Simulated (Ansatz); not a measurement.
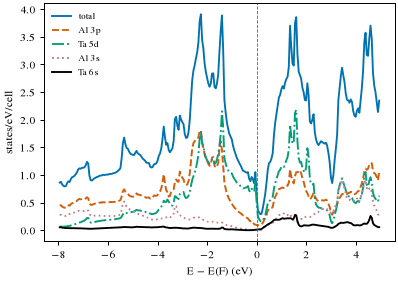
Total and projected density of states of TaAl$_{3}$ in space group I4/mmm (No. 139; Ta on 2a, Al on 2b, Al on 4d), plane-wave PAW PBEsol (Ansatz code)

**Question.** Which orbitals carry the states next to the Fermi level?

**Answer.** Within 0.5 eV of the Fermi level: Ta 5d 66 %, Al 3p 23 %. Projections are on Löwdin-orthogonalised atomic valence shells; empty p or d shells of many metals are not among them.

**Question.** Where is the tallest occupied peak in this window, and what makes it?

**Answer.** Near -2.2 eV, about 3.9 states/eV per cell; the largest projected share is Al 3p.

The workflow started from a Materials Project entry (that database holds measured and hypothetical structures alike); the Crystallography Open Database files this formula in space group No. 139, but the cells were not matched. Its standing as an ambient phase is unchecked. The cell was relaxed with PBEsol under the symmetry of its start; its stability against distortions is not shown here. The run is not spin-polarised. Scalar-relativistic: spin–orbit coupling is off unless named, which matters more the heavier the elements.

Potentials: the later of the program's two PAW sets.
